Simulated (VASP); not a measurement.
Given:

```xyz
2
Lattice="2.8721 0.0000 0.0000 0.0000 2.8721 0.0000 0.0000 0.0000 2.8721" Properties=species:S:1:pos:R:3 pbc="T T T"
Al     1.4360     1.4360     1.4360
Ni     0.0000     0.0000     0.0000
```

Method: vdW-DF-cx, VASP's PBE PAW potentials (set 64) (plane waves; VASP). Settings: 520 eV cut-off, 14×14×14 Γ-centred mesh, tetrahedra with Blöchl corrections, potentials Al Ni.

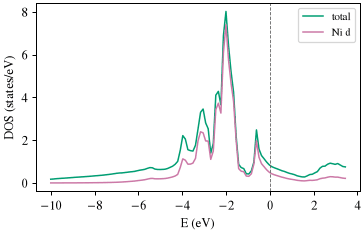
*Total and projected density of states, zero at the Fermi level*

Within 2 eV below the Fermi level the largest weight inside VASP's projection spheres is Ni d.

It has no gap at this level: it comes out as a metal or semimetal.

The compound is NiAl in the CsCl type structure. It was relaxed first. The run is not spin-polarised, so no magnetic state was tried. The electron count is odd and the run is not spin-polarised, which forces a metal.
